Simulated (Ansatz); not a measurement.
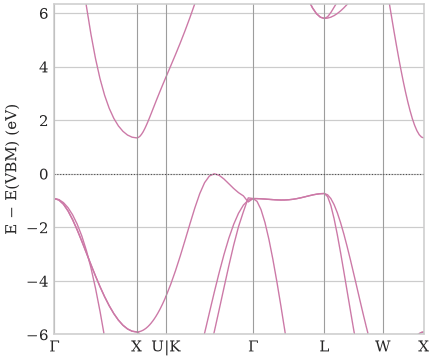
Fig. 1. Band structure from r²SCAN in the plane-wave PAW code Ansatz

Problem. Read off the gap and where the band edges lie.

Solution. About 1.3 eV (1.34 eV by a search for the band edges); maximum on the K–Γ line, 56 % of the way from K, minimum at X.

The material is BN (rock salt, Fm-3m).

A made-up cell: these elements were put on the sites of a structure type; neither database checked (COD, Materials Project) lists it. It is not the phase usual at ambient conditions (space group No. 186, 194, 216). The cell was relaxed with r²SCAN under the symmetry of its start; whether a distortion lowers the energy is not shown.

Potentials: the later of the program's two PAW sets.
